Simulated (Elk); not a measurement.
# E(M) of NbRu, part 2 of 2

Wanted: E(M) for NbRu, to see how near it is to a magnetic instability.

Elk 11.2.3 (patched build); PBEsol; all-electron APW+lo, Dirac cores, scalar-relativistic bands.

So far. Step 2 (The free run): After 43 cycles the seed has died away: no moment is left. Step 3 (Moment fixed at 0 μB): Its energy is that of the free run within the threshold.

### Step 4. Moment fixed at 0.15 μB

elk.in

```
tasks
  1

xctype
  22

rgkmax
  7.0

nempty
  20

swidth
  0.005

reducebf
  0.5

epsengy
  1e-05

maxscl
  120

lmaxi
  2

nrmtscf
  2.0

gmaxvr
  20.0

spinpol
  .true.

fsmtype
  1

momfix
  0.000000 0.000000 0.150000

taufsm
  0.005

sppath
  './'

avec
  6.01688798081 0.00000000000 0.00000000000
  0.00000000000 6.01688798081 0.00000000000
  0.00000000000 0.00000000000 6.01688798081

atoms
  2
  'Nb.in'
  1
  0.0000000000 0.0000000000 0.0000000000   0.000000 0.000000 -0.000030
  'Ru.in'
  1
  0.5000000000 0.5000000000 0.5000000000   0.000000 0.000000 -0.000045

ngridk
  8 8 8
```

Launch:

```sh
OMP_NUM_THREADS=2 elk
```

Numbers of over 12 decimals in the logs are rounded to 6 here.

The program printed:

```text
┌─────────────────────────┐
│ Elk code version 11.2.3 │
└─────────────────────────┘

All units are atomic (Hartree, Bohr, etc.)

┌──────────────────────────────────────────┐
│ Ground-state run resuming from STATE.OUT │
└──────────────────────────────────────────┘

Lattice vectors :
   6.016887981       0.000000000       0.000000000
   0.000000000       6.016887981       0.000000000
   0.000000000       0.000000000       6.016887981

Species : 1 (Nb)
 muffin-tin radius :    2.580388922
[...]
total in muffin-tins        :    82.23428213
 total calculated charge     :    84.99963698
 total charge                :    85.00000000
 error                       :   0.3630179314E-03

Moments :
 interstitial                :   0.1012624440E-01
 muffin-tins
  species : 1 (Nb)
   atom 1                    :   0.4484514651E-01
  species : 2 (Ru)
   atom 1                    :   0.9494789581E-01
 total in muffin-tins        :   0.1397930423
 total moment                :   0.1499192867

FSM global effective field   :  -0.6982274313E-03

┌──────────────────────────────┐
│ Self-consistent loop stopped │
└──────────────────────────────┘

Wrote STATE.OUT

[key lines of the parts left out:]
total energy                :     -8347.9580591891
```

Elapsed: 4 min, on 2 threads of Intel Xeon Platinum 8488C (Sapphire Rapids), shared host; peak memory 0.16 GiB.

Read from the output:

```
magnetization : 0.1499 μB
```

It lies 1.46 meV a cell above the free run.

### Step 5. Moment fixed at 1.2 μB

elk.in: that of step 4 with these lines changed.

```diff
@@ -40,3 +40,3 @@
 momfix
-  0.000000 0.000000 0.150000
+  0.000000 0.000000 1.200000
```

Launch:

```sh
OMP_NUM_THREADS=2 elk
```

The program printed:

```text
┌─────────────────────────┐
│ Elk code version 11.2.3 │
└─────────────────────────┘

All units are atomic (Hartree, Bohr, etc.)

┌──────────────────────────────────────────┐
│ Ground-state run resuming from STATE.OUT │
└──────────────────────────────────────────┘

Lattice vectors :
   6.016887981       0.000000000       0.000000000
   0.000000000       6.016887981       0.000000000
   0.000000000       0.000000000       6.016887981

Species : 1 (Nb)
 muffin-tin radius :    2.580388922
[...]
total in muffin-tins        :    82.24919111
 total calculated charge     :    84.99961466
 total charge                :    85.00000000
 error                       :   0.3853427724E-03

Moments :
 interstitial                :   0.1321696933
 muffin-tins
  species : 1 (Nb)
   atom 1                    :   0.4500148912
  species : 2 (Ru)
   atom 1                    :   0.6177377291
 total in muffin-tins        :    1.067752620
 total moment                :    1.199922314

FSM global effective field   :  -0.1834323218E-01

┌──────────────────────────────┐
│ Self-consistent loop stopped │
└──────────────────────────────┘

Wrote STATE.OUT

[key lines of the parts left out:]
total energy                :     -8347.9510813497
```

Wall time 6.3 min (2 threads); peak memory 0.15 GiB.

Read from the output:

```yaml
magnetization: 1.200 μB
```

It lies 191 meV a cell above the free run.

### Step 6. Another try

An input with a fault is tried, to see how the program answers.

elk.in

```
tasks
  0

xctype
  22

rgkmax
  7.0

nempty
  20

swidth
  0.005

reducebf
  0.5

epsengy
  1e-05

maxscl
  100

lmaxi
  2

nrmtscf
  2.0

gmaxvr
  20.0

spinpol
  .true.

sppath
  './'

avec
  6.01688798081 0.00000000000 0.00000000000
  0.00000000000 6.01688798081 0.00000000000
  0.00000000000 0.00000000000 6.01688798081

atoms
  2
  'Nb.in'
  1
  0.0000000000 0.0000000000 0.0000000000   0.000000 0.000000 -0.030000
  'Ru.in'
  1
  0.5000000000 0.5000000000 0.5000000000   0.000000 0.000000 -0.045000

ngridk
  0 0 0
```

Launch:

```sh
OMP_NUM_THREADS=2 elk
```

The program printed:

```text
┌─────────────────────────────────┐
│ Elk code version 11.2.3 started │
└─────────────────────────────────┘

Error(readinput): invalid ngridk : 0 0 0
```

It took 0.01 s on 2 threads; peak memory 0.04 GiB.

The input was rejected at the start.

The program's message: “Error(readinput): invalid ngridk : 0 0 0”

The fault put into the input: a mesh of zeros.

Each count of the mesh must be at least 1.

### Step 7. The curve

In all 9 moments were held (0, 0.15, 0.3, 0.45, 0.6, 0.75, 0.9, 1.05, 1.2 μB), each run going on from a saved state. The curve holds those that converged and the free run; sizes are given without sign.

Table of energy over the lowest by total spin moment:

```
total spin moment (μB a cell)  energy over the lowest (meV a cell)
                        0.000                                    0
                        0.150                                 1.46
                        0.300                                 5.87
                        0.450                                 13.9
                        0.600                                 26.8
                        0.750                                 47.1
                        0.900                                 78.0
                        1.050                                  125
                        1.200                                  191
```

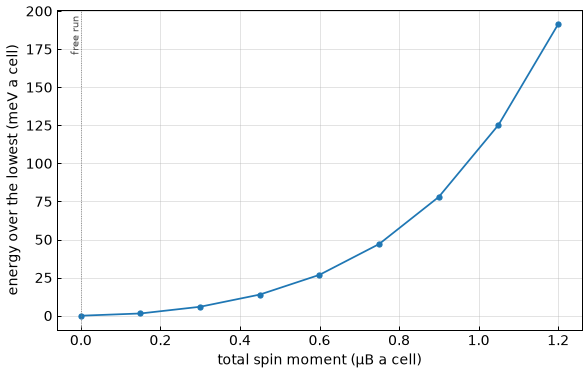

Energy over the lowest against total spin moment.

Table of slope dE/dM read from the holding field by total spin moment:

| total spin moment (μB a cell) | slope dE/dM read from the holding field (meV/μB) |
| --- | --- |
| 0.000 | -0.00956 |
| 0.150 | 19.0 |
| 0.300 | 40.7 |
| 0.450 | 68.2 |
| 0.600 | 107 |
| 0.750 | 165 |
| 0.900 | 255 |
| 1.050 | 378 |
| 1.200 | 499 |

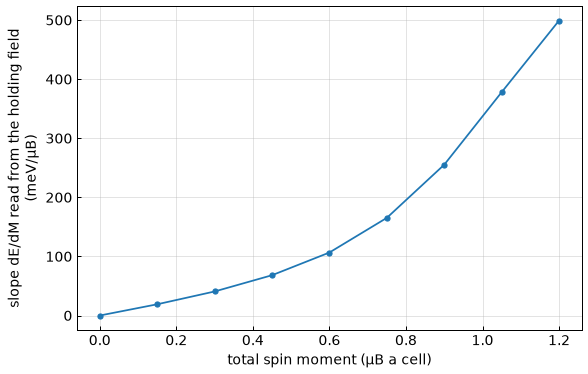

Slope dE/dM read from the holding field against total spin moment.

### Step 8. Summary of results

- lowest point: zero moment
- E/M² at 0.30 μB: 65 meV/μB²

In words: The minimum lies at zero moment: the crystal stays non-magnetic, and the energy has risen by 191 meV at 1.20 μB. No other minimum shows on the points computed. Only the total moment is held, so opposed site moments can hide at small totals; the field's energy is not in the curve.

[Logs and program files are shortened in this print: banners, set-up blocks, solver, clock and traceback lines can be left out without a mark of their own.]

[Logs are printed without paths, hosts, clocks, repeated set-up lines and the standing remarks that a program may print on its own settings, such as how far it seeks lower states.]

[Hosts, paths, dates, database ids (printed as entryN), source tags and the programs' standing remarks are cut or masked in the printed files.]

[Where a cell is said to come from a database of computed structures, the database is the Materials Project.]
